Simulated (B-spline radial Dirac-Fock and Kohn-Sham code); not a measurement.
Neutral Ba. Level of theory: a Dirac–Hartree–Slater potential; 1 + βP₂(cos θ) + (δ + γ cos²θ) sin θ cos φ with E1 and E1–E2 terms; calculated with a radial B-spline solver.

What should this plot look like? Angular distribution of photoelectrons from M5 (3d5/2) in the plane of the polarisation E (up) and the photon direction k (right), relative to an isotropic one.

At 2.04 keV, β = 1.217, γ = 0.220 and δ = 0.057. At 3.03 keV, β = 1.201, γ = 0.553 and δ = 0.088. At 3.03 keV the emission 45° forward of E is 1.5 times that 45° backward, and the lobe peaks 10° from E towards k.

The result:

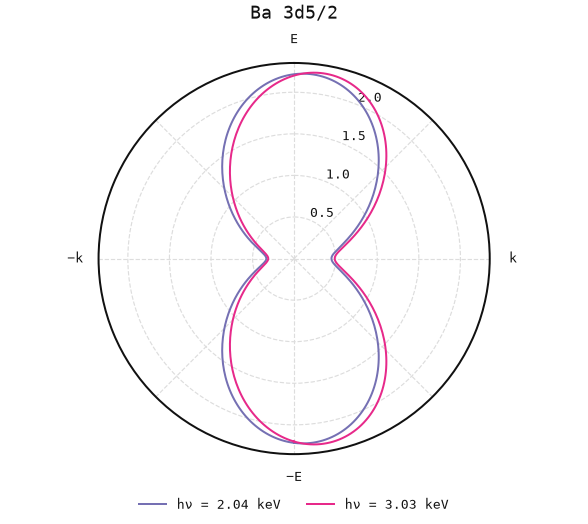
